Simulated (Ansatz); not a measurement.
# TaHO+ (doublet): the correlation ladder, def2-SVP

How much of the correlation energy of TaHO+ (doublet) does each wave-function method recover here?

Method: def2-SVP, core rule «outside noble gas», up to 5 orbitals frozen; program: Ansatz 0.2.0, Gaussian basis.

To be run: UHF; CCSD(T) on ROHF; CCSD(T) on UHF; CISD as a restricted active space (open shells left free, so some higher excitations enter); CCSDT(Q) on ROHF; CCSDT(Q) on UHF; CASSCF and NEVPT2, 11 electrons in 11 orbitals.

23 further runs of the same task are left out: 3 for a known fault of the program, 7 that didn't finish, 13 set aside as unsound or not needed. Runs told in other sessions of the task aren't counted.

## (1) The geometry

The geometry is a PBE0/def2-TZVP stationary point (not a proven minimum) of the parent state, kept for this charge and spin. No spin-orbit coupling is included. Elements past krypton take def2 core potentials.

3 atoms, charge 1, spin multiplicity 2.

Atoms are counted from 1 here; the program's logs count them from 0.

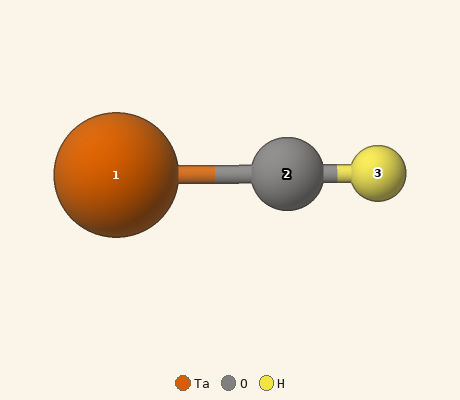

The structure; tantalum orange, oxygen grey, hydrogen yellow; atoms are numbered from 1 in the order of the file.

In the tables R marks a restricted open-shell determinant and U an unrestricted one; 'valence' is the active space of 11 electrons in 11 orbitals; energies count from the table's Hartree-Fock row.

## (2) UHF

File in.yaml:

```yaml
crystal:
  periodic: [false, false, false]
  atoms:
    - {symbol: Ta, position_ang: [0.000000, 0.000000, 1.519200]}
    - {symbol: O, position_ang: [0.000000, 0.000000, -0.282800]}
    - {symbol: H, position_ang: [0.000000, 0.000000, -1.236400]}
basis:
  gaussian: {orbitals: def2-SVP}
total_charge: 1
magnetization: {spin_polarized: true, initial_magnetization: 1}
hamiltonian: {xc: hf}
output: {orbitals: {seedname: orbitals}}
```

Command:

```console
$ ansatz run in.yaml --threads 1 --pin off --events-out ev --progress --plain --max-ram 2393MiB
```

What it wrote, shortened:

```text
Functional definition: HF
  name "HF"
  cite "Fock, Z. Phys. 61, 126 (1930) doi:10.1007/BF01340294"
  parent pbe
[...]
498 factors; integrals over basis functions are off by at most 1.0e-3 eV
[...]
mean field -3578.10737733 eV, -131.4930207887 hartree, gradient 4.4e-6 eV, S^2 1.643627; 10 other end points of the search recorded, 0 dependent functions left out
reference -3578.10737733 eV, -131.4930207887 hartree; 11, 10 occupied and 40, 41 virtual orbitals, 498 factors
Total energy: -3578.10737733 eV, -131.4930207887 hartree
```

Wall time 3.3 s (1 thread of Arm Neoverse V1, shared host).

From the report: ⟨S²⟩ of the determinant 1.644 (pure doublet: 0.75). The determinant of HF (⟨S²⟩ 1.64) is far from a pure spin state, so its energy mixes those of several spin states; that is harmless only where they are near-degenerate.

## (3) CCSD(T) on ROHF

in.yaml, as its differences from that of step 2:

```diff
@@ -9,4 +9,4 @@
 total_charge: 1
-magnetization: {spin_polarized: true, initial_magnetization: 1}
-hamiltonian: {xc: hf}
-output: {orbitals: {seedname: orbitals}}
+magnetization: {spin_polarized: false, initial_magnetization: 1}
+correlation: {method: ccsd_t, electrons: outside_noble_gas}
+output: {forces: true}
```

Launched as before.

What it wrote, shortened:

```text
Functional definition: HF
  name "HF"
  cite "Fock, Z. Phys. 61, 126 (1930) doi:10.1007/BF01340294"
  parent pbe
[...]
498 factors; integrals over basis functions are off by at most 1.0e-3 eV
[...]
mean field -3577.49072013 eV, -131.4703590544 hartree, gradient 1.8e-6 eV, S^2 0.750000; 20 other end points of the search recorded, 0 dependent functions left out
[...]
determinant -3577.49072013 eV, -131.4703590544 hartree, with singles and doubles -3585.07630692 eV, -131.7491242273 hartree
determinant -3576.96103644 eV, -131.4508935380 hartree, with singles and doubles -3584.20508953 eV, -131.7171075786 hartree
determinant -3576.29305325 eV, -131.4263456083 hartree, with singles and doubles -3583.96441217 eV, -131.7082628488 hartree
determinant -3575.72732875 eV, -131.4055556166 hartree, with singles and doubles -3582.97471423 eV, -131.6718921203 hartree
[...]
unrestricted determinant -3578.10737733 eV, -131.4930207887 hartree, S^2 1.6436
5 core orbitals not correlated: weight in the atoms' cores, before any rotation towards them, 0.978 or more for the frozen orbitals, at most 0.016 for the correlated occupied ones
reference -3577.49072013 eV, -131.4703590544 hartree; 6, 5 occupied and 40, 41 virtual orbitals, 498 factors
second order -7.27373252 eV of doubles, -0.01000157 eV of singles
cycle   1  -7.59243716 eV  change   -6.9e-3 eV  update   5.5e-3
[...]
cycle  19  -7.60193397 eV  change    6.1e-7 eV  update   1.9e-7
perturbative correction -0.32775515 eV, -0.0120447797 hartree
[...]
Total energy: -3585.42040925 eV, -131.7617697547 hartree
Atom 0 at     0.000000     0.000000     1.519200 Å, force     0.000000     0.000000    -0.794307 eV/Å
Atom 1 at     0.000000     0.000000    -0.282800 Å, force     0.000000    -0.000000     1.840411 eV/Å
Atom 2 at     0.000000     0.000000    -1.236400 Å, force    -0.000000     0.000000    -1.046104 eV/Å
Dipole moment:    -0.000000     0.000000    -0.003504 e Å
```

Run time: 18 s. Hardware: 1 thread of Arm Neoverse V1, shared host.

From the report: correlation -7.9297 eV; T1 0.033; largest double amplitude 0.21.

## (4) CCSD(T) on UHF

in.yaml, as its differences from that of step 3:

```diff
@@ -9,3 +9,3 @@
 total_charge: 1
-magnetization: {spin_polarized: false, initial_magnetization: 1}
+magnetization: {spin_polarized: true, initial_magnetization: 1}
 correlation: {method: ccsd_t, electrons: outside_noble_gas}
```

Same command.

What it wrote, shortened:

```text
Functional definition: HF
  name "HF"
  cite "Fock, Z. Phys. 61, 126 (1930) doi:10.1007/BF01340294"
  parent pbe
[...]
498 factors; integrals over basis functions are off by at most 1.0e-3 eV
[...]
mean field -3578.10737733 eV, -131.4930207887 hartree, gradient 7.7e-6 eV, S^2 1.643627; 34 other end points of the search recorded, 0 dependent functions left out
determinant -3578.10737733 eV, -131.4930207887 hartree, with singles and doubles -3585.28652429 eV, -131.7568495731 hartree
determinant -3577.68659974 eV, -131.4775574973 hartree, with singles and doubles -3584.95462881 eV, -131.7446526391 hartree
determinant -3577.44360088 eV, -131.4686274541 hartree, with singles and doubles -3584.42195484 eV, -131.7250772320 hartree
determinant -3577.26740054 eV, -131.4621522109 hartree, with singles and doubles -3584.21481629 eV, -131.7174650304 hartree
[...]
5 core orbitals not correlated: weight in the atoms' cores, before any rotation towards them, 0.975 or more for the frozen orbitals, at most 0.019 for the correlated occupied ones
reference -3578.10737733 eV, -131.4930207887 hartree; 6, 5 occupied and 40, 41 virtual orbitals, 498 factors
second order -6.90075153 eV of doubles, -0.00000000 eV of singles
cycle   1  -7.30142657 eV  change   -1.1e-6 eV  update   3.9e-6
[...]
cycle   4  -7.30142858 eV  change    4.7e-8 eV  update   5.1e-8
perturbative correction -0.35060270 eV, -0.0128844116 hartree
WARN: the results are in doubt because among natural orbitals the method converges to other amplitudes
[...]
Total energy: -3585.75940861 eV, -131.7742277514 hartree
Atom 0 at     0.000000     0.000000     1.519200 Å, force     0.000000    -0.000000     0.076534 eV/Å
Atom 1 at     0.000000     0.000000    -0.282800 Å, force     0.000000     0.000000     0.795295 eV/Å
Atom 2 at     0.000000     0.000000    -1.236400 Å, force     0.000000     0.000000    -0.871828 eV/Å
Dipole moment:     0.000000    -0.000000     0.188980 e Å
In doubt: among natural orbitals the method converges to other amplitudes
```

Wall time 32 s (1 thread of Arm Neoverse V1, shared host).

From the report: ⟨S²⟩ of the determinant 1.644 (pure doublet: 0.75); correlation -7.6520 eV; T1 0.036; largest double amplitude 0.33. The determinant of CCSD(T) (⟨S²⟩ 1.64) is far from a pure spin state, so its energy mixes those of several spin states; high orders of coupled cluster remove much of that, low ones don't. The program marks this result as in doubt; its last lines say why.

## (5) CISD as a restricted active space (open shells left free, so some higher excitations enter)

in.yaml, as its differences from that of step 4:

```diff
@@ -9,4 +9,3 @@
 total_charge: 1
-magnetization: {spin_polarized: true, initial_magnetization: 1}
-correlation: {method: ccsd_t, electrons: outside_noble_gas}
-output: {forces: true}
+magnetization: {spin_polarized: false, initial_magnetization: 1}
+correlation: {active_space: {ras: {orbitals: [5, 1, 40], electrons: 11, max_holes: 2, max_particles: 2}, fixed_orbitals: true}}
```

Same command.

What it wrote, shortened:

```text
Functional definition: HF
  name "HF"
  cite "Fock, Z. Phys. 61, 126 (1930) doi:10.1007/BF01340294"
  parent pbe
[...]
498 factors; integrals over basis functions are off by at most 1.0e-3 eV
[...]
mean field -3577.49072013 eV, -131.4703590544 hartree, gradient 1.8e-6 eV, S^2 0.750000; 14 other end points of the search recorded, 0 dependent functions left out
reference -3577.49072013 eV, -131.4703590544 hartree; 11, 10 occupied and 40, 41 virtual orbitals, 498 factors
state -3584.44572822 eV, -131.7259508875 hartree
Total energy: -3584.44572822 eV, -131.7259508875 hartree
```

It took 6 s on 1 thread of Arm Neoverse V1, shared host.

From the report: 28,416 determinants.

## (6) CCSDT(Q) on ROHF

in.yaml, as its differences from that of step 5:

```diff
@@ -10,2 +10,2 @@
 magnetization: {spin_polarized: false, initial_magnetization: 1}
-correlation: {active_space: {ras: {orbitals: [5, 1, 40], electrons: 11, max_holes: 2, max_particles: 2}, fixed_orbitals: true}}
+correlation: {method: ccsdt_q, electrons: outside_noble_gas}
```

Launched as before.

What it wrote, shortened:

```text
Functional definition: HF
  name "HF"
  cite "Fock, Z. Phys. 61, 126 (1930) doi:10.1007/BF01340294"
  parent pbe
[...]
899 factors; integrals over basis functions are off by at most 1.2e-7 eV
[...]
mean field -3577.49080955 eV, -131.4703623405 hartree, gradient 1.8e-6 eV, S^2 0.750000; 20 other end points of the search recorded, 0 dependent functions left out
[...]
determinant -3577.49080955 eV, -131.4703623405 hartree, with singles and doubles -3585.07644855 eV, -131.7491294322 hartree
determinant -3576.96112431 eV, -131.4508967669 hartree, with singles and doubles -3584.20522269 eV, -131.7171124724 hartree
determinant -3576.29315630 eV, -131.4263493953 hartree, with singles and doubles -3583.96455144 eV, -131.7082679672 hartree
determinant -3575.72742170 eV, -131.4055590323 hartree, with singles and doubles -3582.97481774 eV, -131.6718959245 hartree
[...]
determinant -3574.77447620 eV, -131.3705389313 hartree, with singles and doubles -3581.90262378 eV, -131.6324935230 hartree
determinant -3574.72239043 eV, -131.3686248144 hartree, with singles and doubles -3582.56918742 eV, -131.6569892851 hartree
determinant -3574.23314203 eV, -131.3506452672 hartree, with singles and doubles -3581.37397161 eV, -131.6130659141 hartree
unrestricted determinant -3578.10746831 eV, -131.4930241321 hartree, S^2 1.6436
5 core orbitals not correlated: weight in the atoms' cores, before any rotation towards them, 0.978 or more for the frozen orbitals, at most 0.016 for the correlated occupied ones
reference -3577.49080955 eV, -131.4703623405 hartree; 6, 5 occupied and 40, 41 virtual orbitals, 899 factors
second order -7.27381804 eV of doubles, -0.01000155 eV of singles
cycle   1  -7.10104637 eV  change    1.8e-1 eV  update   1.4e-1
[...]
cycle  28  -7.96963484 eV  change    3.4e-8 eV  update   9.5e-7
perturbative correction -0.00671361 eV, -0.0002467207 hartree
Total energy: -3585.46715800 eV, -131.7634877395 hartree
```

Wall time 91 s (1 thread of Arm Neoverse V1, shared host); peak memory 0.91 GiB.

From the report: correlation -7.9763 eV; T1 0.033; largest double amplitude 0.28.

## (7) CCSDT(Q) on UHF

in.yaml, as its differences from that of step 6:

```diff
@@ -9,3 +9,3 @@
 total_charge: 1
-magnetization: {spin_polarized: false, initial_magnetization: 1}
+magnetization: {spin_polarized: true, initial_magnetization: 1}
 correlation: {method: ccsdt_q, electrons: outside_noble_gas}
```

Launched as before.

What it wrote, shortened:

```text
Functional definition: HF
  name "HF"
  cite "Fock, Z. Phys. 61, 126 (1930) doi:10.1007/BF01340294"
  parent pbe
[...]
899 factors; integrals over basis functions are off by at most 1.2e-7 eV
[...]
mean field -3578.10746831 eV, -131.4930241321 hartree, gradient 7.8e-6 eV, S^2 1.643628; 32 other end points of the search recorded, 0 dependent functions left out
determinant -3578.10746831 eV, -131.4930241321 hartree, with singles and doubles -3585.28664556 eV, -131.7568540297 hartree
determinant -3577.68669026 eV, -131.4775608238 hartree, with singles and doubles -3584.95473949 eV, -131.7446567066 hartree
determinant -3577.44370533 eV, -131.4686312923 hartree, with singles and doubles -3584.42207422 eV, -131.7250816190 hartree
determinant -3577.26749965 eV, -131.4621558532 hartree, with singles and doubles -3584.21493090 eV, -131.7174692424 hartree
[...]
determinant -3577.17087177 eV, -131.4586048440 hartree, with singles and doubles -3585.25763105 eV, -131.7557877662 hartree
determinant -3577.59646149 eV, -131.4742449777 hartree, with singles and doubles -3585.10776269 eV, -131.7502802057 hartree
5 core orbitals not correlated: weight in the atoms' cores, before any rotation towards them, 0.975 or more for the frozen orbitals, at most 0.019 for the correlated occupied ones
reference -3578.10746831 eV, -131.4930241321 hartree; 6, 5 occupied and 40, 41 virtual orbitals, 899 factors
second order -6.90080091 eV of doubles, -0.00000000 eV of singles
cycle   1  -6.74237533 eV  change    1.6e-1 eV  update   1.3e-1
[...]
cycle  51  -7.73806857 eV  change   -3.0e-7 eV  update   2.6e-7
perturbative correction -0.03821907 eV, -0.0014045249 hartree
WARN: the results are in doubt because among natural orbitals the method converges to other amplitudes
Total energy: -3585.88375595 eV, -131.7787974319 hartree
In doubt: among natural orbitals the method converges to other amplitudes
```

Run time: 2 min. Hardware: 1 thread of Arm Neoverse V1, shared host; peak memory 0.69 GiB.

From the report: ⟨S²⟩ of the determinant 1.644 (pure doublet: 0.75); correlation -7.7763 eV; T1 0.062; largest double amplitude 0.57. The determinant of CCSDT(Q) (⟨S²⟩ 1.64) is far from a pure spin state, so its energy mixes those of several spin states; high orders of coupled cluster remove much of that, low ones don't. The program marks this result as in doubt; its last lines say why.

## (8) CASSCF and NEVPT2, 11 electrons in 11 orbitals

in.yaml, as its differences from that of step 7:

```diff
@@ -9,3 +9,3 @@
 total_charge: 1
-magnetization: {spin_polarized: true, initial_magnetization: 1}
-correlation: {method: ccsdt_q, electrons: outside_noble_gas}
+magnetization: {spin_polarized: false, initial_magnetization: 1}
+correlation: {method: sc_nevpt2, electrons: outside_noble_gas, active_space: {window: {electrons: 11, orbitals: 11}, shells: [{species: H, l: s, shell: 1}, {species: O, l: s, shell: 2}, {species: O, l: p, shell: 2}, {species: Ta, l: s, shell: 6}, {species: Ta, l: d, shell: 5}]}}
```

The command is unchanged.

What it wrote, shortened:

```text
Functional definition: HF
  name "HF"
  cite "Fock, Z. Phys. 61, 126 (1930) doi:10.1007/BF01340294"
  parent pbe
[...]
899 factors; integrals over basis functions are off by at most 1.2e-7 eV
[...]
mean field -3577.49080955 eV, -131.4703623405 hartree, gradient 1.8e-6 eV, S^2 0.750000; 14 other end points of the search recorded, 0 dependent functions left out
reference -3577.49080955 eV, -131.4703623405 hartree; 11, 10 occupied and 40, 41 virtual orbitals, 899 factors
state -3581.63313612 eV, -131.6225900343 hartree
state -3581.63313612 eV, -131.6225900343 hartree; corrected -3584.43519351 eV, -131.7255637439 hartree
Total energy: -3584.43519351 eV, -131.7255637439 hartree
Checks for a lower state left out: starts, orbital_swaps
```

Wall time 39 s (1 thread of Arm Neoverse V1, shared host).

From the report: 53,312 determinants; active occupations 1.99, 1.98, 1.97, 1.97, 1.75, 1.00, 0.25, 0.03, 0.03, 0.02, 0.02.

## (9) How many determinants matter

Natural occupations of the CASSCF valence state about the gap (report; correlated orbitals 2 to 11): 1.976, 1.969, 1.969, 1.750, 1.000, 0.250, 0.031, 0.031, 0.023, 0.017. The count of effectively unpaired electrons, Σ n²(2 − n)², is 1.40; a single determinant of this spin has 1.

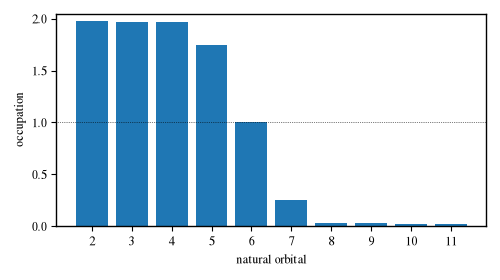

Natural occupations of the CASSCF valence state.

## (10) Misses and costs

No level here is safe as a reference; RCCSDT(Q) serves as a yardstick only. Rows without a time are mean-field rows or come out of runs for another level: lower rungs of the coupled-cluster runs, CASSCF and MRCISD of the multireference runs, or the Hartree-Fock search. The times of RCCSD(T), UCCSD(T) include forces.

Differences are taken before rounding.

| method | energy from the lowest ROHF (kcal/mol) | from RCCSDT(Q) (kcal/mol) | time |
| --- | --- | --- | --- |
| ROHF | 0.00 | +183.94 |  |
| UHF | -14.22 | +169.72 |  |
| RMP2 | -167.97 | +15.97 |  |
| UMP2 | -173.36 | +10.59 |  |
| RCCSD | -175.30 | +8.64 |  |
| UCCSD | -182.60 | +1.35 |  |
| RCCSD(T) | -182.86 | +1.08 | 18 s |
| UCCSD(T) | -190.68 | -6.74 | 32 s |
| RCCSDT | -183.79 | +0.15 |  |
| UCCSDT | -192.67 | -8.73 |  |
| RCCSDT(Q) | -183.94 | 0 | 91 s |
| UCCSDT(Q) | -193.55 | -9.61 | 2 min |
| CASSCF valence | -95.53 | +88.41 |  |
| NEVPT2 valence | -160.14 | +23.80 | 39 s |

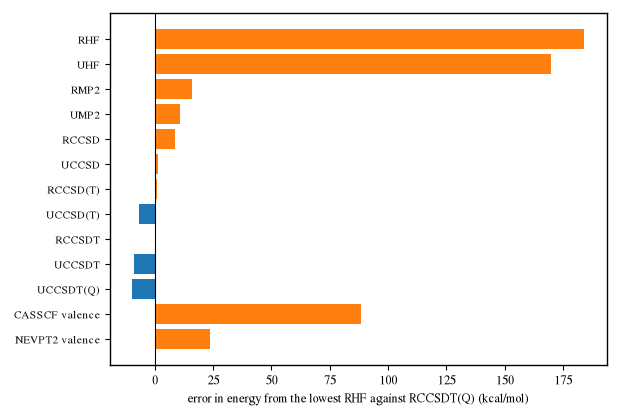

Deviations from RCCSDT(Q), method by method.

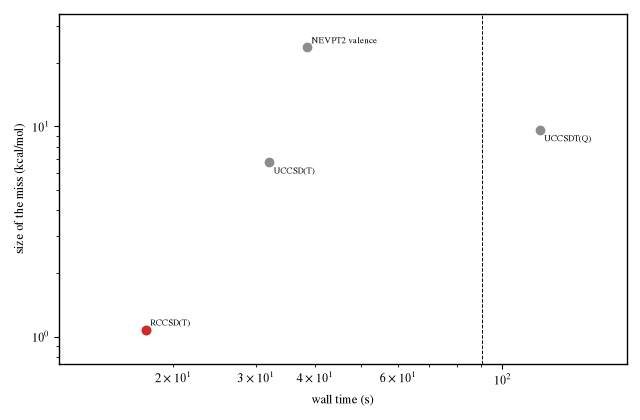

Miss against cost. Red marks the levels that no quicker level drawn beats (of those quicker than the yardstick), and the dashed line is the time of RCCSDT(Q). Times are from a shared host.

Not comparable, so not listed: CISD as a restricted active space (open shells left free, so some higher excitations enter) (they don't share determinant, frozen orbitals or solution with the rows shown, or repeat one).

The program flags UCCSD(T), UCCSDT(Q) as in doubt (see the logs), so read those rows with care; the flags are other amplitudes.

## (11) Outcome

| quantity | value |
| --- | --- |
| RCCSDT(Q) from the ROHF energy | -7.9764 eV |
| RMP2 from RCCSDT(Q) | +15.97 kcal/mol |
| UMP2 from RCCSDT(Q) | +10.59 kcal/mol |
| RCCSD from RCCSDT(Q) | +8.64 kcal/mol |
| RCCSD(T) from RCCSDT(Q) | +1.08 kcal/mol |
| UCCSD(T) from RCCSDT(Q) | -6.74 kcal/mol |
| UCCSDT(Q) from RCCSDT(Q) | -9.61 kcal/mol |
| NEVPT2 valence from RCCSDT(Q) | +23.80 kcal/mol |
| T1 diagnostic | 0.033 |
| effectively unpaired electrons | 1.40 |

In words: RCCSD(T) misses by +1.08 kcal/mol, 0.6 % of the correlation energy. CCSD(T) misses by +1.08 kcal/mol on the restricted determinant and by -6.74 kcal/mol on the unrestricted one; the two need not hold the same state or core. The occupations show static correlation (1.40 effectively unpaired electrons where one determinant has 1). Warnings: spin contamination.

The restricted and unrestricted ladders end 0.42 eV apart at CCSDT(Q), which points to two states or an unsound top rung; rows of one don't measure the error of the other.
